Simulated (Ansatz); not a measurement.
## Electronic structure of C$_{3}$H$_{9}$InO$_{2}$ in real space

```
atom    x (Å)   y (Å)    z (Å)
   C  -1.5195  0.7417  -0.6942
   C  -0.1030  1.0717  -1.1458
   C   0.7360  1.6900  -0.0320
  In   2.7407  2.2048  -0.6048
   O   3.3563  2.1176  -2.5141
   O   4.1513  2.8158   0.6847
   H  -2.0502  1.6456  -0.3537
   H  -2.1092  0.2954  -1.5102
   H  -1.5147  0.0270   0.1448
   H  -0.1432  1.7545  -2.0115
   H   0.3843  0.1555  -1.5208
   H   0.8212  1.0130   0.8343
   H   0.2776  2.6194   0.3464
   H   4.2751  2.3788  -2.6382
   H   4.9962  3.0124   0.2655
```

Geometry: PBE0-D4/def2-SVP; core potentials replace the inner electrons of In.

Level of theory: isolated molecule in a Gaussian basis; Kohn-Sham density functional theory, functional PBE0 (Ansatz).

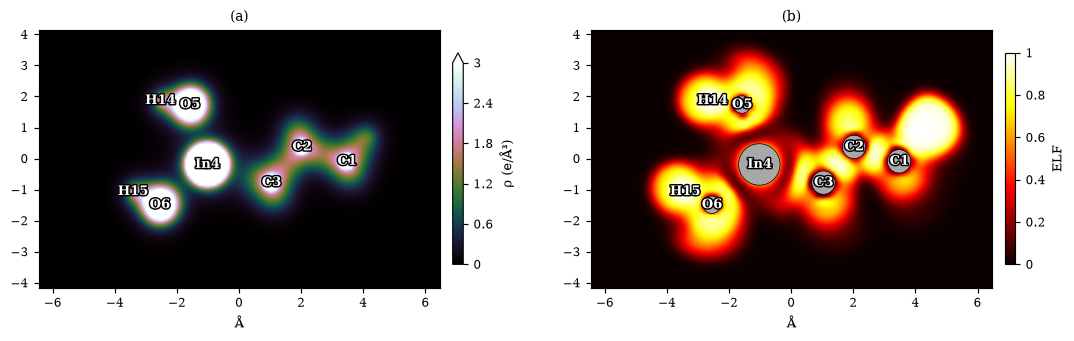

Figure 1. (a) electron density; (b) ELF on the plane of atoms O5, In4 and O6. Grey discs cover the atomic cores in the ELF map.

Question: What does the map show?

Answer: The section cuts through C, In, O and H sites.
C–C (1.52 Å): ρ at the midpoint is about 1.6 e/Å³; the ELF peaks at about 0.95 between the atoms (localised, covalent bonding).
In–O (2.01 Å): ρ at the midpoint is about 0.69 e/Å³; the ELF peaks at about 0.85 in the valence shell of O, 0.6 Å from its nucleus, and drops to about 0.10 between the two atoms.
C–In (2.15 Å): the density is about 0.66 e/Å³ at the midpoint; the ELF peaks at about 0.90 in the valence shell of C, 0.8 Å from its nucleus, and drops to about 0.20 between the two atoms.
O–H (0.96 Å): ρ is about 3.6 e/Å³ halfway; the ELF climbs to about 1 towards the hydrogen, as it does in any bond to H (an ordinary covalent bond to hydrogen).
The ELF also peaks beside O6 and O5, away from the bonds: lone-pair regions.

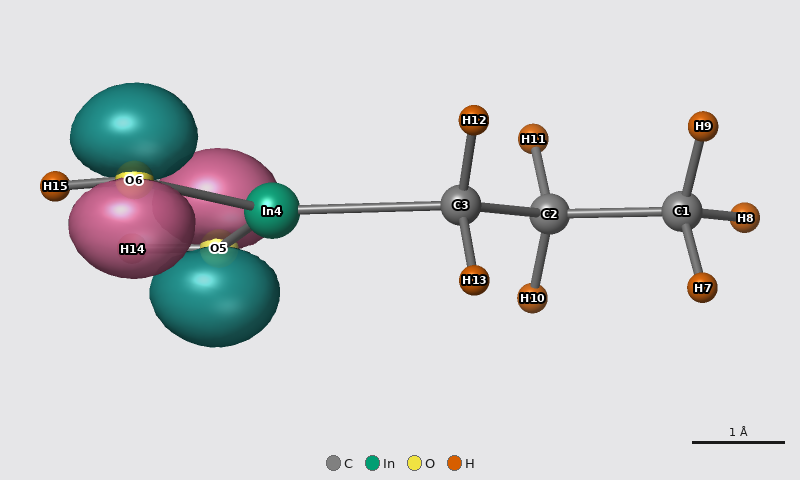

Figure 2. The HOMO−1 at ±0.2 Å⁻³ᐟ² (teal and pink are the two phases), seen from one side.

Question: Where does this orbital lie, and at what energy?

Answer: It lies mainly on O5 (about 45 %) and O6 (about 40 %); largely a combination of lone pairs on O5 and O6. Its energy is −8.18 eV.

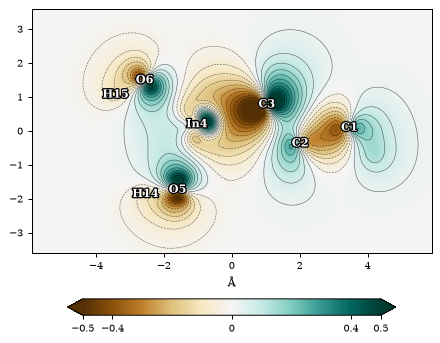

Figure 3. One frontier orbital on the plane of atoms C3, In4 and O6 (values in Å⁻³ᐟ²; the overall sign is arbitrary).

Question: Which orbital is it: HOMO or LUMO?

Answer: The HOMO, at −8.13 eV. It lies mainly on C3 (about 30 %), In4 (about 25 %), O5 (about 10 %), C2 (about 10 %) and C1 (about 10 %).
